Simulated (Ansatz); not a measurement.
# What BaPbO3 (Pm-3m) distorts into, part 2 of 3

Wanted: the energy along a soft mode of BaPbO3 (Pm-3m) and the structure at the end.

Ansatz 0.2.0; DFT PBEsol, scalar-relativistic, plane waves, PAW; PAW set soft_1.

So far, highest frequency on the path or at a solved wavevector (cm⁻¹): step 2 (the dispersion) 660. Also lowest frequency on the path (cm⁻¹): step 2 -163.

**3. The mode frozen in, largest atomic shift 0 Å**

The mode followed lies at q = (-0.5, -0.5, -0.5) with frequency 163.4i cm⁻¹ and is 3-fold degenerate, the softest among the wavevectors solved. At small amplitude the distorted cell has space group no. 140 by a symmetry search on the positions. The undistorted cell that holds it gives the zero of energy on the same k mesh.

System of this step: BaPbO3. Symmetry: Pm-3m, No. 221, cubic system. Conventional cell: a = 4.281 Å, b = 4.281 Å, c = 4.281 Å, α = 90.00°, β = 90.00°, γ = 90.00°. Ba has 12 O at 3.03 Å nearest. Nearest to Pb lie 6 O at 2.14 Å. Nearest to O lie 2 Pb at 2.14 Å and 4 Ba at 3.03 Å. Farther neighbours and most contacts between anions are not listed.

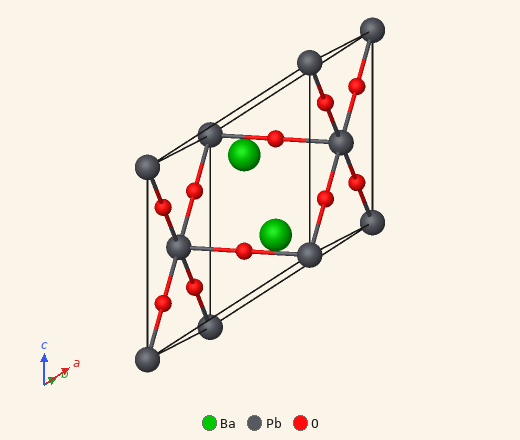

The cell of this step (barium green, lead dark grey, oxygen red). Some periodic images of atoms are drawn too.

The input, input.yaml:

```yaml
crystal:
  lattice:
    - [4.2810684894, 4.2810684894, 0.0]
    - [4.2810684894, 0.0, 4.2810684894]
    - [4.2810684894, 0.0, -4.2810684894]
  atoms:
    - { symbol: Ba, position: [0.5, 0.25, 0.75] }
    - { symbol: Ba, position: [0.5, 0.75, 0.25] }
    - { symbol: Pb, position: [0.0, 0.5, 0.5] }
    - { symbol: Pb, position: [0.0, 0.0, 1.0] }
    - { symbol: O, position: [0.5, 0.75, 0.75] }
    - { symbol: O, position: [0.5, 0.25, 0.25] }
    - { symbol: O, position: [0.0, 0.75, 0.25] }
    - { symbol: O, position: [0.0, 0.25, 0.75] }
    - { symbol: O, position: [0.0, 0.75, 0.75] }
    - { symbol: O, position: [0.0, 0.25, 0.25] }
kpoints:
  mp_grid: { grid: [8, 8, 8] }
hamiltonian:
  xc: pbesol
  pseudopotentials: { kind: paw, azcp: { folder: soft_1 }, xc_functional: pbe }
scf:
  occupations: { method: methfessel_paxton, width: 0.2 }
output:
  forces: true
  stress: true
  eigenvalues: true
```

Command:

```console
$ ansatz run input.yaml --threads 4 --pin off --max-ram 10240MiB --backend cpu --events-out ev --progress --plain --runs-dir out
```

Numbers of over 12 decimals in the logs are rounded to 6 here.

The log of the run:

```text
[...]
Crystal: 10 atoms, lattice volume = 156.923 Å³
Basis set: ecut = 420 eV, 3119 PW (Γ), exchange–correlation on 90×90×90 points (8 copies of the dense FFT grid, shifted against one another)
Bands: 52, of which v1, the nominal top of the filled ones, is band 42 counted from 1 (41 counted from 0)
Symmetry: 96 space group operations
[...]
k-points: 29 of 512
[...]
k-point 0: bands = [... 38 lower, 9.0643, 9.0643, 9.0643, 9.1360, 9.1360, 13.8027, 13.8027, 13.9135, ... 6 higher]
  k-point 1: bands = [... 38 lower, 8.8616, 8.8616, 9.0257, 9.0447, 9.0447, 13.9236, 13.9721, 13.9721, ... 6 higher]
  k-point 2: bands = [... 38 lower, 8.5458, 8.9173, 8.9196, 8.9196, 9.6557, 13.6765, 14.4104, 14.4104, ... 6 higher]
  k-point 28: bands = [... 38 lower, 8.4333, 8.4333, 8.6711, 8.6711, 13.0165, 13.0166, 15.7466, 15.7466, ... 6 higher]
[key lines of the parts left out:]
SCF converged after 10 iterations
Free energy (F): -38606.999781 eV
Fermi energy:    9.133089 eV
P = ⅓ Tr σ = 0.0355 GPa (0.355 kbar)
```

Wall time 4.4 s (4 threads of Arm Neoverse V2, shared host); peak memory 0.62 GiB.

Numbers from this step:

| Property | Result |
| --- | --- |
| pressure | 0.03547 GPa |
| energy from the undistorted cell | 0 meV/atom |

The run ends at a pressure of 0.04 GPa.

**4. The mode frozen in, largest atomic shift 0.45 Å**

The atoms are moved along the unstable eigenvector, the largest shift by 0.45 Å, with the cell fixed.

input.yaml, the sections that differ from step 3:

```yaml
crystal:
  lattice:
    - [4.2810684894, 4.2810684894, 0.0]
    - [4.2810684894, 0.0, 4.2810684894]
    - [4.2810684894, 0.0, -4.2810684894]
  atoms:
    - { symbol: Ba, position: [0.5, 0.25, 0.75] }
    - { symbol: Ba, position: [0.5, 0.75, 0.25] }
    - { symbol: Pb, position: [0.0, 0.5, 0.5] }
    - { symbol: Pb, position: [0.0, 0.0, 1.0] }
    - { symbol: O, position: [0.5, 0.6974430272, 0.8025569728] }
    - { symbol: O, position: [0.5, 0.3025569728, 0.1974430272] }
    - { symbol: O, position: [-0.1051139455, 0.8025569728, 0.3025569728] }
    - { symbol: O, position: [0.1051139455, 0.1974430272, 0.6974430272] }
    - { symbol: O, position: [0.0, 0.75, 0.75] }
    - { symbol: O, position: [0.0, 0.25, 0.25] }
# kpoints, hamiltonian, scf, output: as in step 3
```

The log of the run:

```text
[...]
Crystal: 10 atoms, lattice volume = 156.923 Å³
Basis set: ecut = 420 eV, 3119 PW (Γ), exchange–correlation on 90×90×90 points (8 copies of the dense FFT grid, shifted against one another)
Bands: 52, of which v1, the nominal top of the filled ones, is band 42 counted from 1 (41 counted from 0)
Symmetry: 16 space group operations
[...]
k-points: 59 of 512
[...]
k-point 0: bands = [... 38 lower, 8.7226, 8.7872, 8.7872, 8.9616, 8.9931, 13.8526, 13.9272, 13.9993, ... 6 higher]
  k-point 1: bands = [... 38 lower, 8.6240, 8.6777, 8.7689, 8.8355, 9.2289, 13.8663, 14.0008, 14.1778, ... 6 higher]
  k-point 2: bands = [... 38 lower, 8.4949, 8.5050, 8.7202, 8.7216, 9.7521, 13.3777, 14.3925, 14.6753, ... 6 higher]
  k-point 58: bands = [... 38 lower, 8.3236, 8.3236, 8.7371, 8.9669, 12.3445, 13.4696, 15.0357, 15.1518, ... 6 higher]
[key lines of the parts left out:]
SCF converged after 10 iterations
Free energy (F): -38607.248271 eV
Fermi energy:    8.953222 eV
P = ⅓ Tr σ = -0.2380 GPa (-2.380 kbar)
```

It took 8.8 s on 4 threads; peak memory 0.73 GiB.

Numbers from this step:

```
pressure                         : -0.2380 GPa
energy from the undistorted cell : -25.07 meV/atom
```

The energy, extrapolated to zero smearing, is -25.07 meV/atom against the undistorted cell.

The run ends at a pressure of -0.24 GPa, with forces up to 0.034 eV/Å.

**5. Energy along the mode, all amplitudes (two of the runs are shown above)**

An imaginary frequency means negative curvature, so the energy should fall and then rise again as anharmonic terms take over.

This step gave:

| Quantity | Value |
| --- | --- |
| depth at the lowest point sampled | 25.07 meV/atom |
| largest atomic shift at that point | 0.45 Å |

Table of energy from the parent by largest atomic shift:

```
largest atomic shift (Å)  energy from the parent (meV/atom)
                   0.000                                  0
                   0.040                             -0.467
                   0.080                              -1.83
                   0.140                              -5.34
                   0.220                              -11.8
                   0.320                              -20.3
                   0.450                              -25.1
                   0.600                              -9.36
```

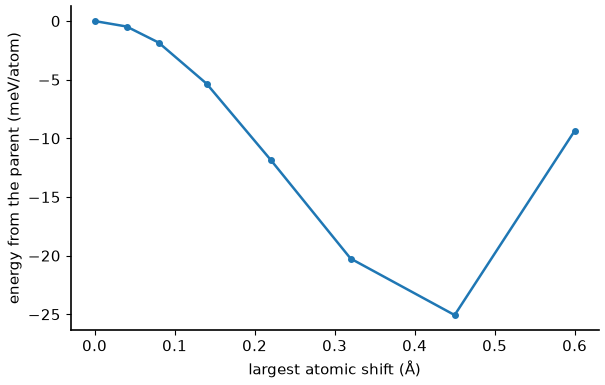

Energy from the parent against largest atomic shift.

Displacement at unit largest shift by atom:

```
atom  x (Å)  y (Å)  z (Å)  size
 Ba1   0.00   0.00   0.00  0.00
 Ba2   0.00   0.00   0.00  0.00
 Pb3   0.00   0.00   0.00  0.00
 Pb4   0.00   0.00   0.00  0.00
  O5   0.00   0.00  -1.00  1.00
  O6   0.00   0.00   1.00  1.00
  O7   0.00  -1.00   0.00  1.00
  O8   0.00   1.00   0.00  1.00
  O9   0.00   0.00   0.00  0.00
 O10   0.00   0.00   0.00  0.00
```

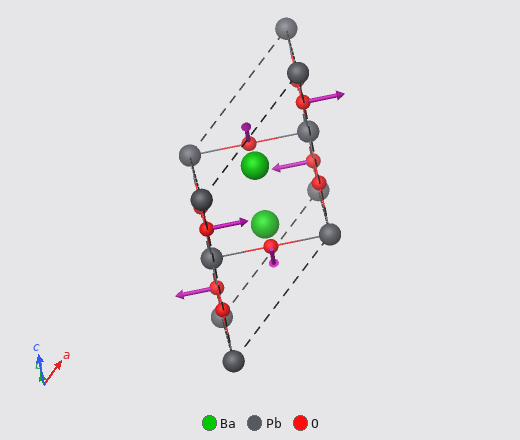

Displacement at unit largest shift as arrows, the longest 1 Å. Some periodic images of atoms are drawn too.

The lowest of the steps tried is at 0.45 Å, 25.1 meV/atom below the parent; the bottom of the well need not coincide with a step.

**6. Relaxing from the distorted cell**

Starting from the lowest point found, all atoms and the cell are let go, so that strain and other modes of the same symmetry can join in.

Changes to input.yaml since step 4:

```diff
@@ -27 +27,6 @@
   eigenvalues: true
+relax:
+  adjacent_minimum: "off"
+  f_tol: 0.002
+  max_steps: 120
+  cell: { stress_tol: 0.03 }
```

The log of the run:

```text
[...]
Crystal: 10 atoms, lattice volume = 156.923 Å³
Basis set: ecut = 420 eV, 3119 PW (Γ), exchange–correlation on 90×90×90 points (8 copies of the dense FFT grid, shifted against one another)
Bands: 52, of which v1, the nominal top of the filled ones, is band 42 counted from 1 (41 counted from 0)
Symmetry: 16 space group operations
[...]
k-points: 59 of 512
[...]
SCF iter   1: F=—  HF=-38610.704339 eV  |F-HF|=—  |Δ(HF+E_count)|=         —  Δρ=5.94e-2  dr2=8.70e0  ethr=3.10e-3  ⟨swp⟩=14.3  Hψ=18811  notcnv=0
[...]
SCF iter  10: F=-38607.248271 eV  HF=-38607.248271 eV  |F-HF|=2.52e-9  |Δ(HF+E_count)|=   2.12e-8  S|Δr|=    0.00e0  Δρ=4.60e-6  dr2=5.50e-8  ethr=1.19e-10  ⟨swp⟩=19.6  Hψ=24321  notcnv=0
SCF 1 converged in 10 iterations: F = -38607.248271 eV  dr2 = 5.50e-8
[...]
relax step   1: F+E_penalty+E_count = -38607.24827084 eV  Δ(F+E_penalty+E_count) = +0.000e0 eV  max|allowed force component| = 3.370e-2 eV/Å  Δτ_max = 0.0000 Å  P = -0.238 GPa  Ω = 156.923 Å³  (10 SCF iters, dr2 threshold 1.00e-7 eV, accepted)
Crystal: 10 atoms, lattice volume = 155.844 Å³
Basis set: ecut = 420 eV, 3047 PW (Γ), exchange–correlation on 90×90×90 points (8 copies of the dense FFT grid, shifted against one another)
[...]
SCF iter   6: F=-38607.282450 eV  HF=-38607.282450 eV  |F-HF|=4.89e-9  |Δ(HF+E_count)|=   3.86e-7  S|Δr|=    0.00e0  Δρ=1.24e-5  dr2=2.41e-7  ethr=1.19e-9  ⟨swp⟩=10.9  Hψ=16244  notcnv=0
the search or the solves at the SCF's close seem to have found levels that the self-consistency loop had missed (the run counts 1). By its estimate they hold under 1e-12 electrons; where the run keeps them, the occupations were computed again with them
SCF 2 converged in 6 iterations: F = -38607.282450 eV  dr2 = 2.41e-7
relax step   2: F+E_penalty+E_count = -38607.28244975 eV  Δ(F+E_penalty+E_count) = -3.418e-2 eV  max|allowed force component| = 9.449e-3 eV/Å  Δτ_max = 0.0139 Å  P = +0.339 GPa  Ω = 155.844 Å³  energy of the carried Pulay correction = +2.264e-3 eV  (6 SCF iters, dr2 threshold 1.00e-6 eV, accepted)
Crystal: 10 atoms, lattice volume = 156.760 Å³
Basis set: ecut = 420 eV, 3055 PW (Γ), exchange–correlation on 90×90×90 points (8 copies of the dense FFT grid, shifted against one another)
[...]
SCF iter   5: F=-38607.283600 eV  HF=-38607.283600 eV  |F-HF|=1.73e-7  |Δ(HF+E_count)|=   3.28e-7  S|Δr|=    0.00e0  Δρ=2.08e-5  dr2=9.42e-7  ethr=1.19e-9  ⟨swp⟩=8.9  Hψ=18352  notcnv=0
SCF 3 converged in 5 iterations: F = -38607.283600 eV  dr2 = 9.42e-7
[...]
relax step   3: F+E_penalty+E_count = -38607.28359951 eV  Δ(F+E_penalty+E_count) = -1.150e-3 eV  max|allowed force component| = 1.222e-2 eV/Å  Δτ_max = 0.0024 Å  P = -0.418 GPa  Ω = 156.760 Å³  energy of the carried Pulay correction = +3.415e-4 eV  (5 SCF iters, dr2 threshold 1.00e-6 eV, accepted)
[...]
relax step   4: F+E_penalty+E_count = -38607.28583211 eV  Δ(F+E_penalty+E_count) = -2.233e-3 eV  max|allowed force component| = 2.227e-3 eV/Å  Δτ_max = 0.0047 Å  P = +0.062 GPa  Ω = 156.105 Å³  energy of the carried Pulay correction = +1.716e-3 eV  (5 SCF iters, dr2 threshold 7.53e-7 eV, accepted)
[...]
relax step   5: F+E_penalty+E_count = -38607.28567183 eV  Δ(F+E_penalty+E_count) = +1.603e-4 eV  max|allowed force component| = 9.752e-4 eV/Å  Δτ_max = 0.0006 Å  P = -0.003 GPa  Ω = 156.195 Å³  energy of the carried Pulay correction = +1.527e-3 eV  (5 SCF iters, dr2 threshold 1.92e-8 eV, accepted)
[...]
relax step   6: F+E_penalty+E_count = -38607.28564812 eV  Δ(F+E_penalty+E_count) = +2.371e-5 eV  max|allowed force component| = 1.174e-3 eV/Å  Δτ_max = 0.0000 Å  P = -0.004 GPa  Ω = 156.195 Å³  stress off target by 9.77e-2 GPa  SCF on the basis re-selected at this cell (its energy is not comparable with the rows above)  (6 SCF iters)
[...]
relax step   7: F+E_penalty+E_count = -38607.28571909 eV  Δ(F+E_penalty+E_count) = -7.097e-5 eV  max|allowed force component| = 2.142e-4 eV/Å  Δτ_max = 0.0008 Å  P = +0.000 GPa  Ω = 156.179 Å³  energy of the carried Pulay correction = +2.113e-5 eV  (5 SCF iters, dr2 threshold 2.39e-8 eV, accepted)
[...]
SCF iter   6: F=-38607.285674 eV  HF=-38607.285674 eV  |F-HF|=2.18e-11  |Δ(HF+E_count)|=  2.91e-11  S|Δr|=    0.00e0  Δρ=7.48e-8  dr2=1.04e-11  ethr=1.00e-12  ⟨swp⟩=9.5  Hψ=16801  notcnv=0
SCF 8 converged in 6 iterations: F = -38607.285674 eV  dr2 = 1.04e-11
relax step   8: F+E_penalty+E_count = -38607.28567421 eV  Δ(F+E_penalty+E_count) = +4.487e-5 eV  max|allowed force component| = 2.114e-4 eV/Å  Δτ_max = 0.0000 Å  P = +0.000 GPa  Ω = 156.179 Å³  stress off target by 3.67e-3 GPa  SCF on the basis re-selected at this cell (its energy is not comparable with the rows above)  (6 SCF iters)
[...]
SCF converged after 6 iterations
[...]
Free energy (F): -38607.285674 eV
[...]
Internal energy: -38607.314958 eV  (E = F + TS)
E sigma→0 (E₀):  -38607.292995 eV
Entropy (-TS):   0.029284 eV (2.928 meV/atom)
Fermi energy:    9.001645 eV
[...]
--- Forces (eV/Å), atoms counted from 1 ---
  atom   1  Ba    -0.00000000    -0.00000000     0.00000000
  atom   2  Ba    -0.00000000     0.00000000     0.00000000
  atom   3  Pb    -0.00000000     0.00000000    -0.00000000
  atom   4  Pb     0.00000000     0.00000000     0.00000000
  atom   5  O     -0.00000000     0.00000000    -0.00021144
  atom   6  O      0.00000000    -0.00000000     0.00021144
  atom   7  O      0.00000000    -0.00021144     0.00000000
  atom   8  O     -0.00000000     0.00021144    -0.00000000
  atom   9  O      0.00000000     0.00000000    -0.00000000
  atom  10  O     -0.00000000    -0.00000000     0.00000000
  max |Σ_I F_I| component: 6.94e-18 eV/Å
--- Stress (GPa, compression-positive) ---
        0.003666       0.000000      -0.000000
        0.000000      -0.001565       0.000000
       -0.000000       0.000000      -0.001565
  P = ⅓ Tr σ = 0.0002 GPa (0.002 kbar)
--- Band table (eV; the first three rows and the last of 59) ---
  k-point 0: bands = [... 38 lower, 8.8136, 8.8545, 8.8545, 9.0025, 9.0873, 13.8246, 13.9600, 14.0954, ... 6 higher]
  k-point 1: bands = [... 38 lower, 8.7157, 8.7333, 8.8407, 8.8838, 9.3368, 13.9258, 13.9782, 14.2583, ... 6 higher]
  k-point 2: bands = [... 38 lower, 8.5661, 8.5759, 8.7669, 8.8006, 9.8657, 13.4430, 14.3764, 14.7653, ... 6 higher]
  k-point 58: bands = [... 38 lower, 8.4692, 8.4692, 8.8272, 9.0063, 12.2321, 13.6408, 15.0069, 15.0250, ... 6 higher]
--- Relaxed structure (6 steps of the walk, 6 accepted, 2 SCFs on fresh bases) ---
  F+E_penalty+E_count = -38607.28567421 eV   max|allowed force component| = 2.114e-4 eV/Å   (the final SCF, on the basis selected at the relaxed cell)
  cell:  # Å, volume = 156.1791 Å³
    - [4.356313, 4.233864, 0]
    - [4.356313, 0, 4.233864]
    - [4.356313, 0, -4.233864]
  atoms:
    - { symbol: Ba, position: [0.5, 0.250000, 0.75] }
    - { symbol: Ba, position: [0.5, 0.75, 0.250000] }
    - { symbol: Pb, position: [0, 0.500000, 0.500000] }
    - { symbol: Pb, position: [0, -5.551115123125783e-17, 1.0] }
    - { symbol: O, position: [0.5, 0.694841, 0.805159] }
    - { symbol: O, position: [0.5, 0.305159, 0.194841] }
    - { symbol: O, position: [-0.110318, 0.805159, 0.305159] }
    - { symbol: O, position: [0.110318, 0.194841, 0.694841] }
    - { symbol: O, position: [0, 0.750000, 0.750000] }
    - { symbol: O, position: [0, 0.250000, 0.250000] }
```

The job ended after 57 s (4 threads; peak memory 0.77 GiB).

The steps of the relaxation:

```
step  energy less that of the first step (eV)  largest force component (eV/Å)  pressure (GPa)  volume (Å³)
   1                                   0.0000                          0.0337           -0.24       156.92
   2                                  -0.0342                          0.0094            0.34       155.84
   3                                  -0.0353                          0.0122           -0.42       156.76
   4                                  -0.0376                          0.0022            0.06       156.10
   5                                  -0.0374                          0.0010            0.00       156.19
  6*                                  -0.0374                          0.0012            0.00       156.19
   7                                  -0.0374                          0.0002            0.00       156.18
  8*                                  -0.0374                          0.0002            0.00       156.18
```

Relaxation steps marked * repeat the geometry before them on a plane-wave basis chosen anew for their cell, so energy and pressure can jump there.

The run keeps the 16 symmetry operations that it works with, so distortions that break them were not tested.

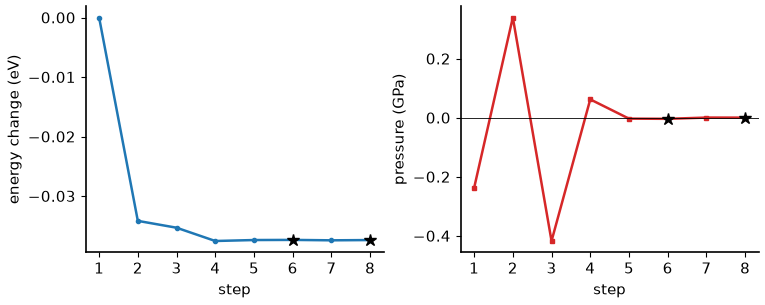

Energy and pressure along the relaxation. Stars mark steps on a basis chosen anew.

```
conventional cell, symmetrised  before  after  change
                         a (Å)   6.054  5.988  -1.1 %
                         b (Å)   6.054  5.988  -1.1 %
                         c (Å)   8.562  8.713  +1.8 %
              volume (Å³/atom)   15.69  15.62  -0.5 %
```

The atoms that moved most (Å, as changes of fractional coordinates times the final cell):

```
atom     dx      dy      dz  length
  O8  0.000   0.022   0.000   0.022
  O6  0.000   0.000   0.022   0.022
  O7  0.000  -0.022   0.000   0.022
  O5  0.000   0.000  -0.022   0.022
```

Numbers from this step:

```yaml
pressure: 1.79e-4 GPa
volume_per_atom: 15.62 Å³
```

The distorted start has space group I4/mcm; the relaxation ends in I4/mcm.

**7. The new phase in its own primitive cell**

The relaxed structure is symmetrised, reduced to its primitive cell and relaxed tightly, as its phonons need.

input.yaml, the sections that differ from step 6:

```yaml
crystal:
  lattice:
    - [-2.9937942185, 2.9937942185, 4.3563132092]
    - [2.9937942185, -2.9937942185, 4.3563132092]
    - [2.9937942185, 2.9937942185, -4.3563132092]
  atoms:
    - { symbol: Ba, position: [0.75, 0.25, 0.5] }
    - { symbol: Ba, position: [0.25, 0.75, 0.5] }
    - { symbol: Pb, position: [0.5, 0.5, 0.0] }
    - { symbol: Pb, position: [0.0, 0.0, 0.0] }
    - { symbol: O, position: [0.8051590819, 0.6948409181, 0.5] }
    - { symbol: O, position: [0.1948409181, 0.3051590819, 0.5] }
    - { symbol: O, position: [0.3051590819, 0.8051590819, 0.1103181637] }
    - { symbol: O, position: [0.6948409181, 0.1948409181, 0.8896818363] }
    - { symbol: O, position: [0.75, 0.75, 0.0] }
    - { symbol: O, position: [0.25, 0.25, 0.0] }
relax:
  adjacent_minimum: "off"
  f_tol: 0.001
  max_steps: 60
  cell: { stress_tol: 0.01 }
# kpoints, hamiltonian, scf, output: as in step 6
```

The log of the run:

```text
[...]
Crystal: 10 atoms, lattice volume = 156.179 Å³
Basis set: ecut = 420 eV, 3055 PW (Γ), exchange–correlation on 90×90×90 points (8 copies of the dense FFT grid, shifted against one another)
Bands: 52, of which v1, the nominal top of the filled ones, is band 42 counted from 1 (41 counted from 0)
Symmetry: 16 space group operations
[...]
k-points: 59 of 512
[...]
- { symbol: Pb, position: [0.500000, 0.500000, 0.0] }
    - { symbol: Pb, position: [0.0, 0.0, 0.0] }
    - { symbol: O, position: [0.805159, 0.694841, 0.5] }
    - { symbol: O, position: [0.194841, 0.305159, 0.5] }
    - { symbol: O, position: [0.305159, 0.805159, 0.110318] }
    - { symbol: O, position: [0.694841, 0.194841, 0.88968183625] }
    - { symbol: O, position: [0.750000, 0.750000, 0.0] }
    - { symbol: O, position: [0.250000, 0.250000, 0.0] }
[key lines of the parts left out:]
SCF converged after 7 iterations
Free energy (F): -38607.285674 eV
Fermi energy:    9.001645 eV
P = ⅓ Tr σ = 0.0002 GPa (0.002 kbar)
```

Run time: 18 s. Hardware: 4 threads; peak memory 0.76 GiB; 70 s of CPU time.

Little changed from the start: no atom moved by 0.005 Å and no cell edge by 0.1 %.

The largest force component left is 0.15 meV/Å and the pressure is 0.000 GPa, within the tolerances set. The cell now holds 15.62 Å³/atom.

[end of part 2 of 3]

[Logs are printed without paths, hosts, clocks, repeated set-up lines and the standing remarks that a program may print on its own settings, such as how far it seeks lower states.]

[Hosts, paths, dates, database ids (printed as entryN), source tags and the programs' standing remarks are cut or masked in the printed files.]
